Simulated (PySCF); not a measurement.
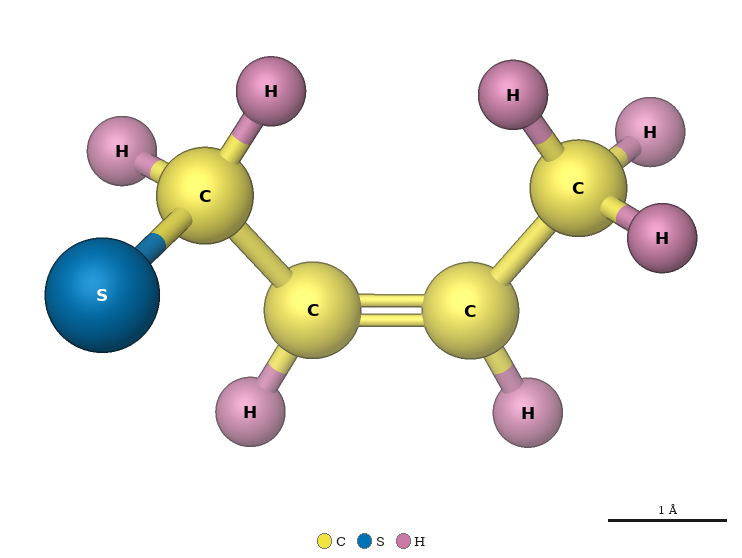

Depth is shown by fading: the farther an atom, the more it takes the colour of the background. The species has charge −1 and is a spin singlet. The geometry was computed by an optimisation with PBE0-D3(BJ)/def2-SVP. No frequency run is at hand to confirm it as a minimum. Masses are those of the most abundant isotopes; constants are for the rigid equilibrium geometry.

**What kind of rotor is it, and what are its rotational constants in GHz?**

An asymmetric top (C1): A = 10.1, B = 1.79, C = 1.71 GHz. Ray's parameter κ is −0.98, close to the prolate limit.
